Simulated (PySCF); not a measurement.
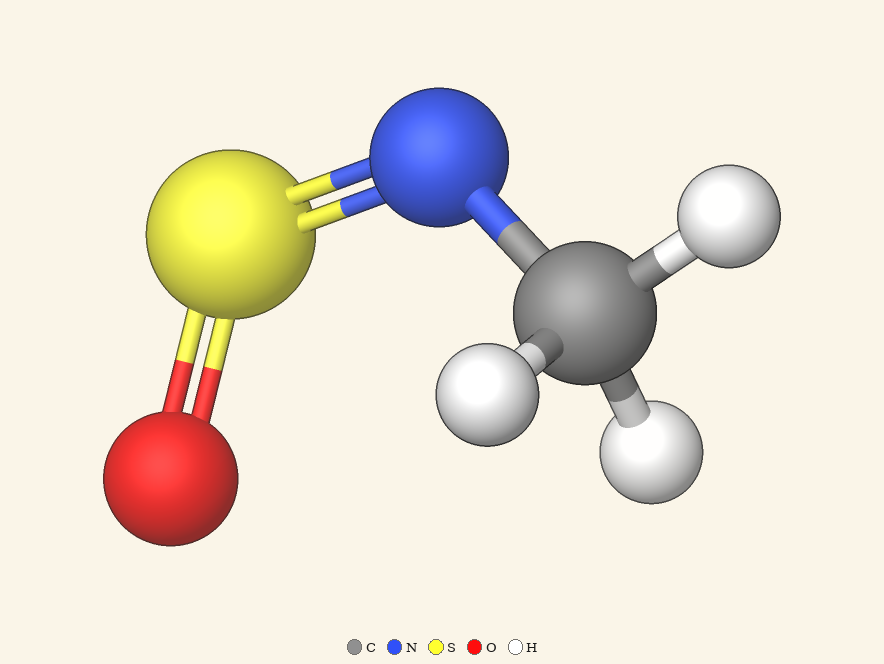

Multiple sticks mark multiple bonds (one Kekulé form).

Question: What is the molecular formula?

Answer: CH3NOS, 7 atoms: 1 carbon, 3 hydrogen, 1 nitrogen, 1 oxygen and 1 sulfur.

Question: Does it have rings?

Answer: It has no ring.

The parts below concern this one geometry. Atoms keep their numbers from picture to picture. The geometry was computed by an optimisation with PBE0-D3(BJ)/def2-TZVP. No frequency run is at hand to confirm it as a minimum.

**Geometry**

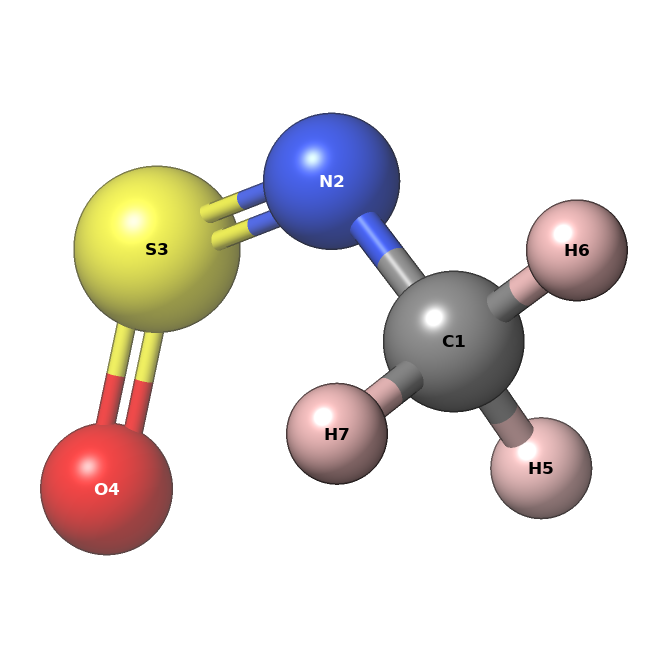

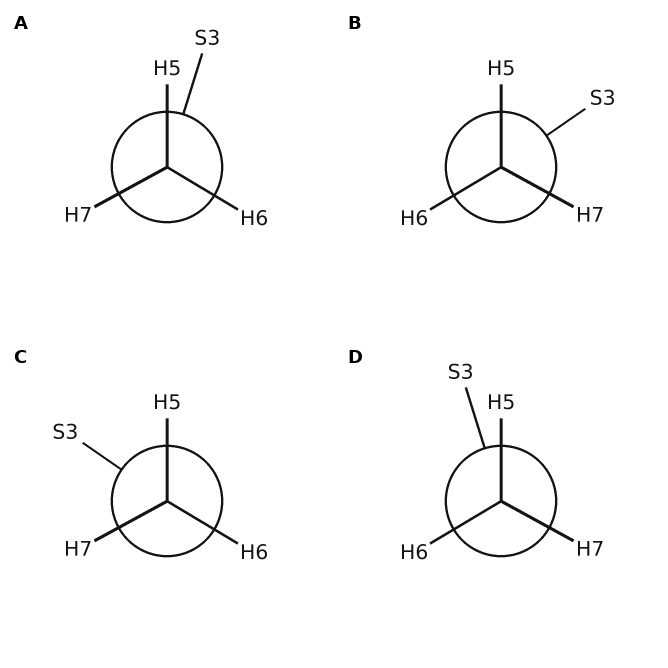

Distant atoms are faded towards the background colour. Bonds that would overlap in a projection are set slightly apart. No frequency run is at hand to confirm it as a minimum.

Question: Which Newman projection shows the view along C1–N2, with C1 in front?

Answer: B. The torsion angle H5–C1–N2–S3 is 55°, synclinal (gauche).

**Electronic properties**

No frequency run is at hand to confirm it as a minimum. Properties computed with PBE0/pcSseg-2, gas phase (PySCF 2.14.0).

Question: Estimate the dipole moment.

Answer: 1.60 D.

Question: Give the HOMO–LUMO gap at this level.

Answer: 6.12 eV.

Question: What is the HOMO energy (Kohn–Sham orbital)?

Answer: −8.55 eV.

**Quadrupole coupling**

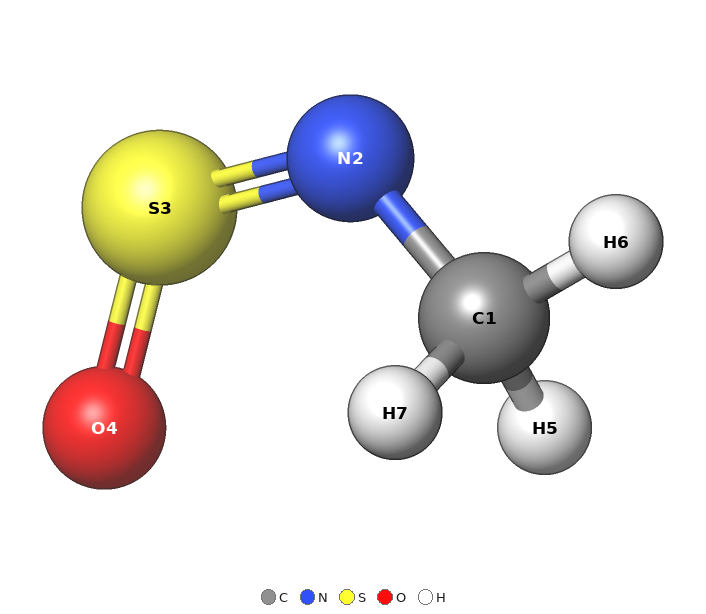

No frequency run is at hand to confirm it as a minimum. Electric field gradients from the ground-state density, PBE0/pcSseg-2 (PySCF 2.14.0), non-relativistic apart from any core potentials.

Give the largest field-gradient component, the quadrupole coupling constant and the asymmetry for 14N at N2 (Q = 20.44 mb), 33S at S3 (Q = −67.81 mb), 17O at O4 (Q = −25.6 mb), 2H at H5 (Q = 2.86 mb), 2H at H6 (Q = 2.86 mb), 2H at H7 (Q = 2.86 mb).

| atom | V_zz (a.u.) | e²qQ/h (MHz) | η |
| --- | --- | --- | --- |
| N2 | −0.800 | −3.84 | 0.11 |
| S3 | −1.698 | 27.1 | 0.10 |
| O4 | −1.169 | 7.03 | 0.34 |
| H5 | 0.276 | 0.186 | 0.07 |
| H6 | 0.284 | 0.191 | 0.06 |
| H7 | 0.277 | 0.186 | 0.07 |

**NMR shielding**

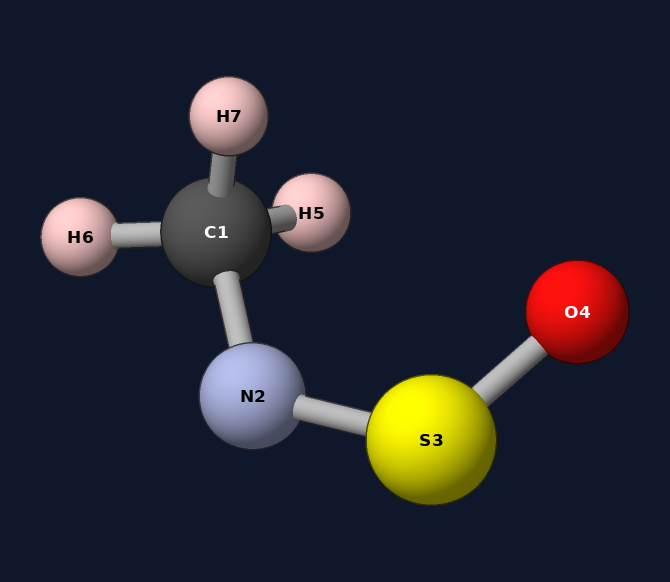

No frequency run is at hand to confirm it as a minimum. Level of theory: GIAO WP04/pcSseg-2 NMR shielding, non-relativistic, IEF-PCM chloroform (PySCF 2.14.0). Principal shieldings σ11 ≤ σ22 ≤ σ33, span Ω = σ33 − σ11, skew κ = 3(σiso − σ22)/Ω.

Give the shielding tensors of the O atoms.

| atom | σ11 | σ22 | σ33 | σiso | Ω | κ |
| --- | --- | --- | --- | --- | --- | --- |
| O4 | −530.7 | −218.7 | 236.6 | −170.9 | 767.3 | 0.19 |

Shieldings and span in ppm.
